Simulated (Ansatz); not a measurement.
# AlHO2 + H2: a complex and its separated parts

Aim: how far the complex at one end of a reaction step lies below its separated, relaxed parts, level by level.

Program: Ansatz 0.2.0, Gaussian basis. Level of theory: PBE0-D4/def2-TZVP structures, single points in def2-TZVPP, no counterpoise correction. These are calculated values, not measurements.

Levels: SPW92, PBE-D4, BLYP-D4, r2SCAN-D4, B97M-V, PBE0-D4, B3LYP-D4, r2SCAN0-D4, BHLYP-D4, CAM-B3LYP-D4, wB97X-V, wB97M-V, B2PLYP, PBE-QIDH, RPA on PBE, Hartree-Fock, MP2, CCSD, CCSD(T).

Cores are frozen in the correlated methods. B3LYP uses VWN-RPA correlation. B2PLYP carries no dispersion term here.

11 further runs of the same task are left out: 11 set aside as unsound or not needed.

## Step 1: Starting geometry

The complex: 6 atoms, charge 0, spin multiplicity 1.

Atoms are counted from 1 here; the program's logs count them from 0.

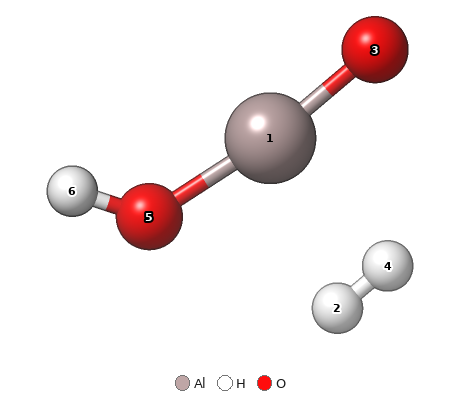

Start geometry, drawn with aluminium light grey, hydrogen white, oxygen red; atoms are numbered from 1 in the order of the file.

Coordinates:

```mol
AlH3O2
  3D, bonds by distance, orders not assigned

  6  4  0  0  0  0  0  0  0  0999 V2000
    0.4459    0.2968    0.4104 Al  0  0
   -0.2958   -1.3463   -0.8129 H   0  0
    1.8418   -0.1287    1.0586 O   0  0
    0.3723   -1.5517   -0.5035 H   0  0
   -0.9955    0.9345   -0.1655 O   0  0
   -1.3687    1.7954    0.0128 H   0  0
  1  3  8  0
  1  5  8  0
  2  4  8  0
  5  6  8  0
M  END
```

Its parts: AlHO2 holds atoms 1, 3, 5, 6; H2 holds atoms 2, 4. Each part counts its atoms afresh in its own runs.

## Step 2: Relaxing AlHO2 alone

Contents of relax-a/in.yaml:

```yaml
crystal:
  periodic: [false, false, false]
  atoms:
    - {symbol: Al, position_ang: [0.445905, 0.296774, 0.410444]}
    - {symbol: O, position_ang: [1.841837, -0.128692, 1.058620]}
    - {symbol: O, position_ang: [-0.995506, 0.934528, -0.165544]}
    - {symbol: H, position_ang: [-1.368740, 1.795412, 0.012781]}
basis:
  gaussian: {orbitals: def2-TZVP}
hamiltonian: {xc: pbe0, dispersion: d4}
relax: {f_tol: 0.005, max_steps: 200}
```

No record of the launch command was kept for these runs.

Further steps of the session: Relaxing H2 alone; wB97M-V/def2-TZVPP; CCSD(T)/def2-TZVPP; Vibrations of AlHO2; Vibrations of H2.

What does the calculation give? Wanted: complex less parts, CCSD(T)/def2-TZVPP; with zero-point energy; largest T1 diagnostic.

**Answer**, as computed:

```
                              quantity      value
complex less parts, CCSD(T)/def2-TZVPP  -0.092 eV
                with zero-point energy  +0.035 eV
                 largest T1 diagnostic      0.024
```

What this shows: At CCSD(T) the complex lies 0.092 eV below its parts. BLYP-D4 is the best functional here (+0.001 eV from CCSD(T)); SPW92 is the worst (-0.265 eV). By rung, the mean size of the error is: LDA 0.265, GGA 0.044, meta-GGA 0.062, hybrid 0.070, range-separated hybrid 0.056, double hybrid 0.035 eV. PBE-D4 gives a relative energy 0.087 eV too low, an error of 94 % of the reference. No counterpoise was applied, and triple zeta lacks some correlation, so the CCSD(T) reference has a basis error of its own, and close matches with it are partly luck.
